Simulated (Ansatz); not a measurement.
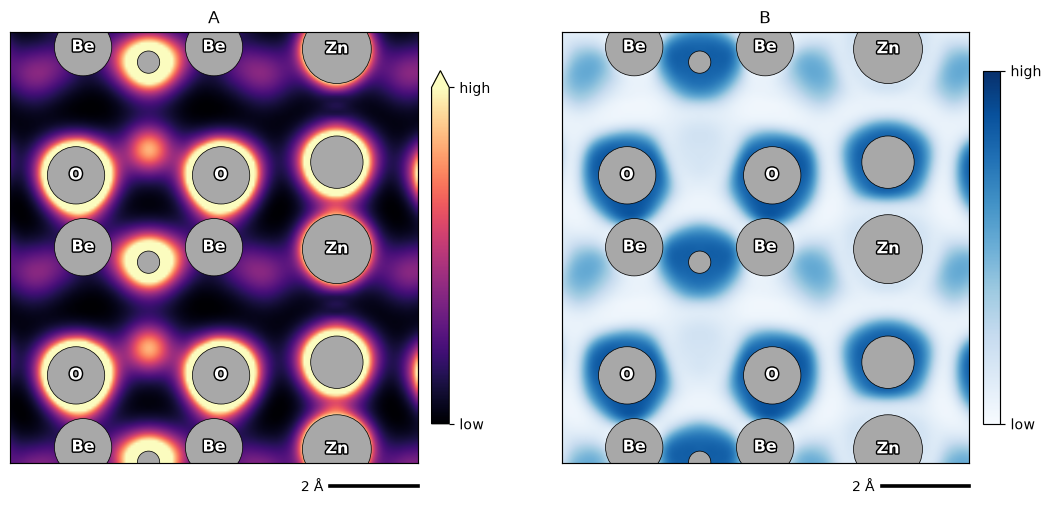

Be$_{2}$ZnO$_{3}$: 2 fields on the (010) plane of the conventional cell, with unlabelled colour scales. Grey discs cover the atomic cores.

Space group Cmc2₁; a generated structure, not necessarily the stable one; changed on purpose from its base cell (volume × 0.97, shape and atoms relaxed); computed pressure about 6 GPa in this cell.

Theory: Ansatz, DFT PBE, scalar-relativistic, plane waves, PAW.

```
Be Zn O
1.0
     8.63273    0.00000    0.00000
     0.00000    4.96191    0.00000
     0.00000    0.00000    4.58576
Be Zn O
8 4 12
Direct
  0.17387 0.66010 0.00499
  0.67387 0.16010 0.00499
  0.17387 0.33990 0.50499
  0.67387 0.83990 0.50499
  0.32613 0.16010 0.00499
  0.82613 0.66010 0.00499
  0.32613 0.83990 0.50499
  0.82613 0.33990 0.50499
  0.00000 0.81971 0.49546
  0.50000 0.31971 0.49546
  0.00000 0.18029 0.99546
  0.50000 0.68029 0.99546
  0.19256 0.64313 0.36434
  0.69256 0.14313 0.36434
  0.30744 0.14313 0.36434
  0.80744 0.64313 0.36434
  0.00000 0.21664 0.43018
  0.50000 0.71664 0.43018
  0.19256 0.35687 0.86434
  0.69256 0.85687 0.86434
  0.30744 0.85687 0.86434
  0.80744 0.35687 0.86434
  0.00000 0.78336 0.93018
  0.50000 0.28336 0.93018
```

The panels show electron localisation function and valence pseudo-density in some order. Assign them.

Answer. Panel A: valence pseudo-density. Panel B: electron localisation function. From the grid: Be–O (1.66 Å): the density is about 0.91 e/Å³ at the midpoint; the ELF peaks at about 0.85 in the valence shell of O, 0.6 Å from its nucleus, and is about 0.85 at the midpoint.
